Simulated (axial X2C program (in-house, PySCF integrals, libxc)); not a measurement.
# A two-component session on SnP⁺: properties at the nuclei

Aim: properties at the nuclei of SnP⁺, with spin–orbit coupling in the Hamiltonian from the start.

The runs use an in-house X2C program for linear molecules on PySCF integrals; two-component X2C with atomic mean-field terms, Sn dyall-cv3z, P dyall-v3z.

All values are calculated.

## Step 1: The job

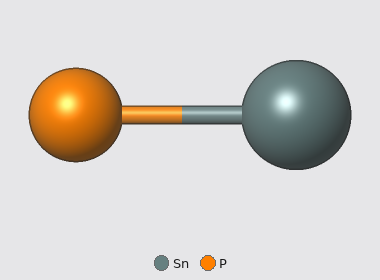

The two atoms at 2.320 Å (tin teal, phosphorus orange).

task.json

```json
{"zs": [50, 15], "q": 1, "bas": ["dyall-cv3z", "dyall-v3z"], "r0": 2.32, "levels": ["PBE0", "HF", "TPSSh", "LDA", "B3LYP"], "nst": 3}
```

Keys: zs atomic numbers; q charge; bas basis sets; r0 starting distance in Å; levels methods (HF also brings MP2); nst determinants followed.

Started as:

```console
$ python soeom.py task.json out
```

The runs that follow: Expectation values, lowest determinant; Expectation values, a higher determinant; Expectation values, a higher determinant.

Q: Predict the outcome of this session. Wanted: lowest determinant; Eeff magnitude; Ws magnitude Sn; A∥/gI Sn; qzz Sn; higher determinant (for each run or level that gives them).

The runs gave:

| quantity | value |
| --- | --- |
| lowest determinant | Ω = 1 (excess of +ω over −ω: ω = -1/2, ω = 3/2) |
| Eeff magnitude (GV/cm), PBE0 | 0.37 |
| Ws magnitude Sn (kHz), PBE0 | 0.29 |
| A∥/gI Sn (MHz), PBE0 | -154 |
| qzz Sn (a.u.), PBE0 | -8.51 |
| higher determinant | Ω = 2 (excess of +ω over −ω: ω = 1/2, ω = 3/2) |
| Eeff magnitude (GV/cm), PBE0, higher determinant | 8.76 |
| Ws magnitude Sn (kHz), PBE0, higher determinant | 2.64 |
| A∥/gI Sn (MHz), PBE0, higher determinant | 481 |
| qzz Sn (a.u.), PBE0, higher determinant | -1.34 |
| higher determinant | Ω = 0 (closed shell) |
| qzz Sn (a.u.), PBE0, higher determinant | -7.42 |
| qzz P (a.u.), PBE0, higher determinant | -1.96 |

**Reading.** In the first state, the effective field runs from 0.0182 to 3.11 GV/cm over the mean-field levels, so the levels don't agree on it. The expectation values come from single determinants, which for open shells can mix terms of unlike spin or miss the lowest Ω, so a determinant need not be a state. Eeff is the effective electric field on the electron dipole moment in this Ω state and Ws the scalar–pseudoscalar constant (defined with the proton number Z and per Ω); A∥ is the parallel hyperfine constant, which follows by multiplying with the nuclear g factor gI = μI/(I μN); qzz is the electric field gradient, eQq0 = 234.96 MHz × Q/barn × qzz. The operators were transformed with the bare-nucleus X2C matrices.
